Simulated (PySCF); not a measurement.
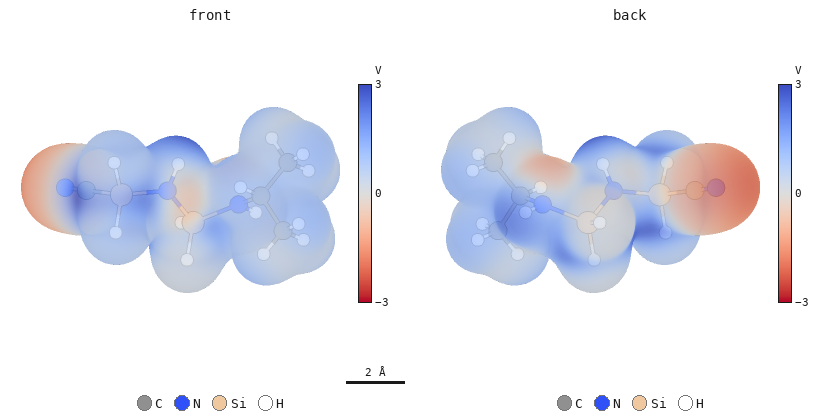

*C$_{4}$H$_{13}$N$_{3}$Si$_{2}$ (SMILES CC(C)N[SiH2]N[SiH2]C#N). The molecular electrostatic potential painted on the density surface at 0.004 e/bohr³, seen from the front and from behind; the colour scale runs from red (negative) to blue (positive).*

Geometry: GFN2-xTB.

Computed with PBE0/pcSseg-1, SCF density, gas phase, non-relativistic (PySCF 2.14.0).

```xyz
22

C    -2.5035    0.0137    1.3977
C    -1.6365   -0.0173    0.1392
C    -2.4965   -0.2467   -1.1050
N    -0.6128   -1.0324    0.2797
Si    0.9424   -0.9537   -0.4383
N     1.5884    0.5724    0.0977
Si    3.0334    1.3612   -0.3987
C     4.5458    0.4293    0.2025
N     5.4600   -0.1501    0.5792
H    -1.8817    0.1549    2.2783
H    -3.2247    0.8252    1.3435
H    -3.0432   -0.9256    1.5037
H    -1.1186    0.9416    0.0359
H    -3.0190   -1.1989   -1.0306
H    -3.2326    0.5461   -1.2116
H    -1.8683   -0.2661   -1.9919
H    -1.0236   -1.9482    0.3820
H     1.6577   -2.1148    0.0884
H     1.0218   -0.8854   -1.9033
H     1.2156    0.8707    0.9856
H     3.0693    2.6788    0.2369
H     3.1164    1.3647   -1.8571
```

**Where is the surface potential most negative and most positive?**

The most negative region (about −2.1 V, or −48 kcal/mol for a unit charge) lies over N9, the most positive (about +2.6 V, or +60 kcal/mol for a unit charge) over Si5, Si7 and H20. N9 is the likeliest acceptor of a hydrogen bond.
